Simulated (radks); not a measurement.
## Hg⁴⁺: atomic calculation

The mercury ion Hg⁴⁺ in the configuration [Kr] 4d10 4f14 5s2 5p5 5d9 (both spins equally filled). Computed at this level: scalar-relativistic Kohn-Sham, SCAN, spin-polarised, spherical densities, finite nucleus (the in-house radial solver radks).

## Input
```
Z 80
configuration [Kr] 4d10 4f14 5s2 5d4.5 5d4.5 5p2.5 5p2.5
relativity scalar-relativistic
functional scan,scan
spin polarised
nucleus finite rms 5.4648 fm
c 137.035999084
```

Energies in input and log are in hartree, lengths in bohr (the nuclear radius in fm).

Hardware: 1 CPU thread, shared host.

## Output
```
1s      1   1.0000       -3060.93058182
2s      1   1.0000        -545.22523535
2p      1   3.0000        -470.39294765
3s      1   1.0000        -131.38384051
3p      1   3.0000        -109.63935749
3d      1   5.0000         -86.69022407
4s      1   1.0000         -30.67959763
4p      1   3.0000         -23.51782760
4d      1   5.0000         -14.98047033
4f      1   7.0000          -5.55161018
5s      1   1.0000          -6.35715047
5d      1   4.5000          -2.15598993
5p      1   2.5000          -4.40509646
1s      2   1.0000       -3060.93058182
2s      2   1.0000        -545.22523535
2p      2   3.0000        -470.39294765
3s      2   1.0000        -131.38384051
3p      2   3.0000        -109.63935749
3d      2   5.0000         -86.69022407
4s      2   1.0000         -30.67959763
4p      2   3.0000         -23.51782760
4d      2   5.0000         -14.98047033
4f      2   7.0000          -5.55161018
5s      2   1.0000          -6.35715047
5d      2   4.5000          -2.15598993
5p      2   2.5000          -4.40509646
Etot -19614.473648473602
Ekin 22007.01495461882
Encl -48705.56469198436
Eh 7453.9240286319
Exc -369.8479397399633
err 2.7421744977870235e-06
it 12
```

## Slater integrals of the outer shells (hartree)

| integral | value |
| --- | --- |
| F0(5d,5d) | 0.6823 |
| F2(5d,5d) | 0.3598 |
| F4(5d,5d) | 0.2410 |
| F0(5d,5p) | 0.7601 |
| F2(5d,5p) | 0.3860 |
| G1(5d,5p) | 0.4701 |
| G3(5d,5p) | 0.2930 |
| F0(5d,4f) | 0.8739 |
| F2(5d,4f) | 0.2145 |
| F4(5d,4f) | 0.1013 |
| G1(5d,4f) | 0.0678 |
| G3(5d,4f) | 0.0659 |
| G5(5d,4f) | 0.0533 |
| F0(5p,5p) | 0.8795 |
| F2(5p,5p) | 0.4755 |
| F0(5p,4f) | 1.0826 |
| F2(5p,4f) | 0.3372 |
| G2(5p,4f) | 0.1237 |
| G4(5p,4f) | 0.1062 |
| F0(4f,4f) | 1.8981 |

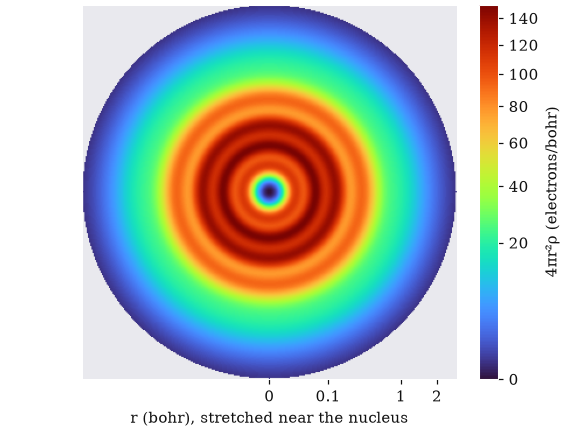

**Figure 1.** The radial density 4πr²ρ as a disc about the nucleus, with the radius drawn as r to the power 0.35. There are 4 maxima, at r = 0.0110, 0.0510, 0.142 and 0.368 bohr, parted by minima at 0.0213, 0.0915 and 0.261 bohr, inside which lie 1.9, 11.0 and 30.0 electrons. The configuration has 5 principal shells, so not every shell has a maximum of its own.

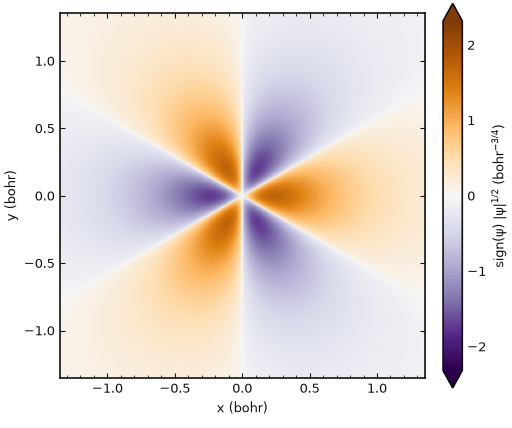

**Figure 2.** The 4f(x(x²−3y²)) orbital. In the xy plane through the nucleus, the colour gives the signed square root of ψ. The radial function comes from the spherical calculation and is multiplied by a real spherical harmonic; the overall sign is chosen so that the largest lobe of P(r) is positive; at the scalar-relativistic level it is the large component. It has three nodal planes that hold the z axis and no radial node. The maximum of P² lies at 0.367 bohr, ⟨r⟩ = 0.481 bohr, 90 % of the charge lies within 0.769 bohr, and the eigenvalue is −151.1 eV, with 14 electrons in the shell.

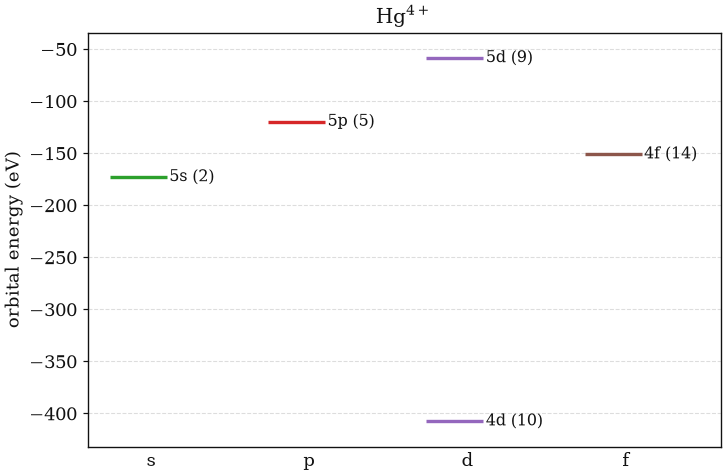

**Figure 3.** The outer levels are drawn (occupations in brackets). The highest occupied level is 5d at −58.7 eV. The highest 3 occupied levels, from the top down, are 5d (−58.7 eV), 5p (−119.9 eV), 4f (−151.1 eV).

## Summary

- outcome: converged
- total energy: −19614.4736 hartree
- kinetic energy: 22007.0150 hartree
- electron–nucleus energy: −48705.5647 hartree
- Hartree energy: 7453.9240 hartree
- exchange–correlation energy: −369.847940 hartree
- radius at density 0.001 e/bohr³: 3.06 bohr
- SCF iterations: 12
